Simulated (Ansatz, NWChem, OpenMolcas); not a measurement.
**Computed against measured: atomisation enthalpy at 298 K**

8 molecules holding an element past argon; the atomisation enthalpy at 298 K in kJ/mol, computed less measured. Shapes, held fixed at every level: PBE0-D4/def2-TZVP. Thermal terms are harmonic and unscaled (PBE0-D4/def2-TZVP); the spin-orbit lowering of the free atoms is taken from their spectra. Programs: Ansatz 0.2.0, NWChem 7.3.0, OpenMolcas 26.06. A level may come from different programs for different species; with the same settings they agree closely. Measured values: Active Thermochemical Tables, CRC Handbook of Chemistry and Physics, NIST-JANAF tables.

Levels: A = HF/3-21G; B = PBE/cc-pVDZ; C = B3LYP-D4/def2-TZVPP; D = CCSD/def2-TZVPP.

```
                            molecule  from tabulated heats     A    B    C     D
          AsF3 (arsenic trifluoride)                  1326  -660  +25  +13   -83
         BBr2F (dibromofluoroborane)                  1388  -495  +40  -24   -81
        BBrCl2 (bromodichloroborane)                  1262  -507  +36  -19   -80
       CBr2ClF (SMILES FC(Cl)(Br)Br)                  1329  -807  +64  -41  -130
     CBr2F2 (dibromodifluoromethane)                  1484  -812  +92  -30  -120
CBrCl2F (bromodichlorofluoromethane)                  1391  -857  +64  -40  -132
        CBrClF2 (SMILES FC(F)(Cl)Br)                  1551  -865  +88  -33  -125
         CH2BrF (bromofluoromethane)                  1556  -608  +26  -10   -76
```

Problem. Which level does best on this set, which worst, and which err to one side?

Solution. 
```json
{"level": "HF/3-21G", "kind": "Hartree–Fock", "mean error": "-701.4", "mean absolute error": "701.4", "worst case": "CBrClF2"}
{"level": "PBE/cc-pVDZ", "kind": "GGA", "mean error": "+54.4", "mean absolute error": "54.4", "worst case": "CBr2F2"}
{"level": "B3LYP-D4/def2-TZVPP", "kind": "global hybrid", "mean error": "-23.0", "mean absolute error": "26.2", "worst case": "CBr2ClF"}
{"level": "CCSD/def2-TZVPP", "kind": "coupled cluster or CI", "mean error": "-103.4", "mean absolute error": "103.4", "worst case": "CBrCl2F"}
```

On this set B3LYP-D4/def2-TZVPP has the smallest mean absolute error and HF/3-21G the largest. HF/3-21G is too low in 8 of 8; PBE/cc-pVDZ is too high in 8 of 8; B3LYP-D4/def2-TZVPP is too low in 7 of 8; CCSD/def2-TZVPP is too low in 8 of 8. The molecules' own spin-orbit binding is left out, so errors for heavy halides read too negative. Heats of the atoms come from ATcT where it has them, that of boron, 570 kJ/mol, from recent work. The levels differ in basis as well as in method. With so many references in doubt the order of the levels isn't settled. The tabulated values of AsF3, BBr2F, BBrCl2 are in doubt (older tables, estimates, or at odds with other calculations) and kept here. Over the 5 molecules whose values aren't doubted the mean absolute errors are A 789.8; B 66.8; C 30.8; D 116.6. Hartree–Fock lacks correlation and underbinds. Correlated wave functions converge slowly with the basis. CCSD also lacks the triples, which bind further. Relativity is left out for As, Br. Outer-core shells of As, Br are correlated, in sets that cover them unevenly. The set is small.

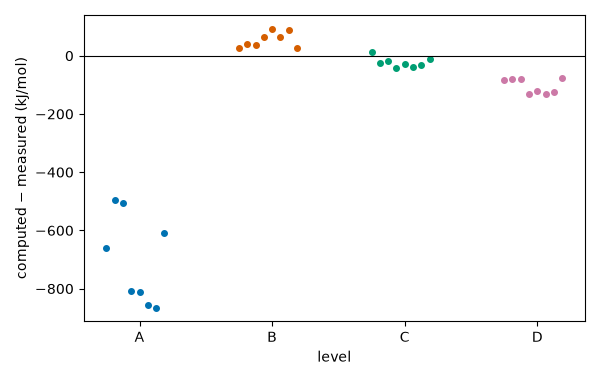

Errors of each level, one point a molecule.
